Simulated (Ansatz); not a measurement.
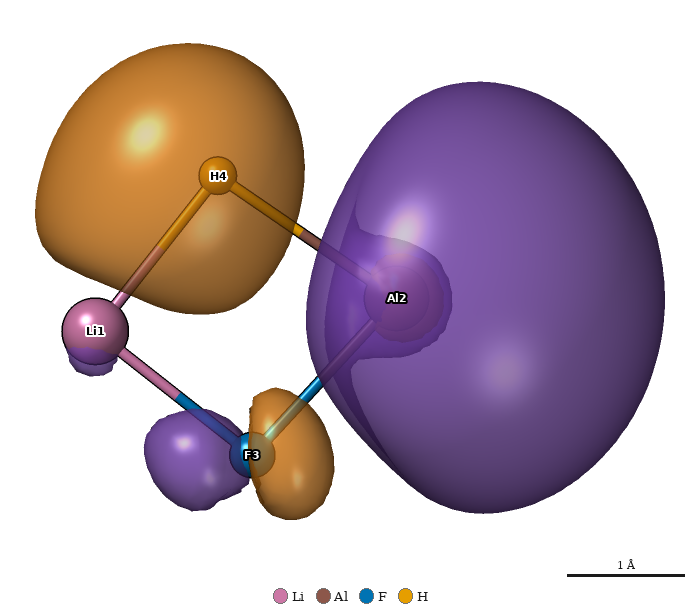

The picture shows: AlFHLi. One frontier orbital at ±0.08 Å⁻³ᐟ² (orange and purple are the two phases), seen across its widest extent.

Geometry: PBE0-D4/def2-TZVP.

Computed with RKS PBE0-D4/def2-TZVPP (Ansatz).

Input file:

```
crystal:
  periodic: [false, false, false]
  atoms:
    - {symbol: Li, position_ang: [1.145793, -0.291474, 0.493986]}
    - {symbol: Al, position_ang: [-1.204653, 0.201396, -0.528192]}
    - {symbol: F, position_ang: [-0.135542, -1.237343, -0.165256]}
    - {symbol: H, position_ang: [0.245875, 1.122785, 0.205558]}
basis:
  gaussian: {orbitals: def2-TZVPP}
hamiltonian: {xc: pbe0, dispersion: d4}
output: {orbitals: {seedname: orbitals}}
```

Launched as:

```sh
ansatz run in.yaml --threads 2 --pin off --events-out ev --progress --plain --max-ram 4352MiB
```

Which orbital is it: HOMO or LUMO?

The HOMO, at −5.02 eV. Its weight (Hirshfeld) is mainly on Al2 (about 75 %), H4 (about 15 %) and Li1 (about 5 %); it is symmetric in the molecular plane (an in-plane orbital: σ, lone-pair or in-plane π type).
